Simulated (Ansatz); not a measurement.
```yaml
atoms:
  - { symbol: Si, position_ang: [-0.6420, 0.4920, -0.3118] }
  - { symbol: B, position_ang: [0.7993, -0.6428, 0.5250] }
  - { symbol: Cl, position_ang: [2.1196, -1.2753, -0.4135] }
  - { symbol: H, position_ang: [-1.9585, -0.1773, -0.1107] }
  - { symbol: H, position_ang: [-0.4301, 0.7226, -1.7643] }
  - { symbol: H, position_ang: [-0.6926, 1.8059, 0.3897] }
  - { symbol: H, position_ang: [0.8045, -0.9252, 1.6856] }
```

Geometry: PBE0-D4/def2-TZVP.

Computed with RKS PBE0-D4/def2-TZVPP in Ansatz 0.2.0.

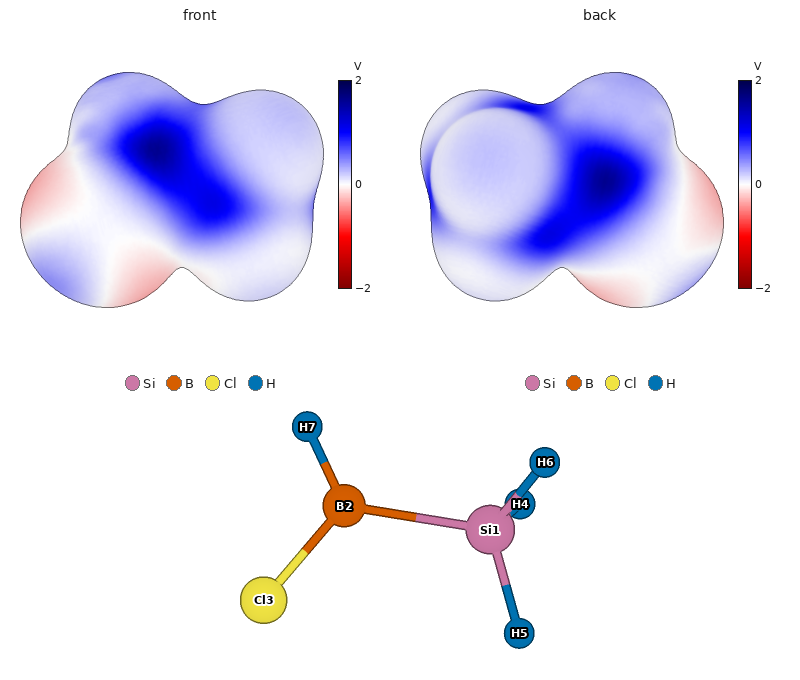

BClH4Si. The electrostatic potential painted on the density surface at 0.002 e/bohr³, seen from the front and from behind; the colour scale runs from red (negative) to blue (positive). The bare structure is drawn below in the same view.

> Describe the electrostatic potential map.

The most negative region (about −0.3 V) lies over Cl3, the most positive (about +1.6 V) over B2. Cl3 shows a σ-hole: about +0.4 V at the tip opposite its bond, against about −0.1 V on its flanks.
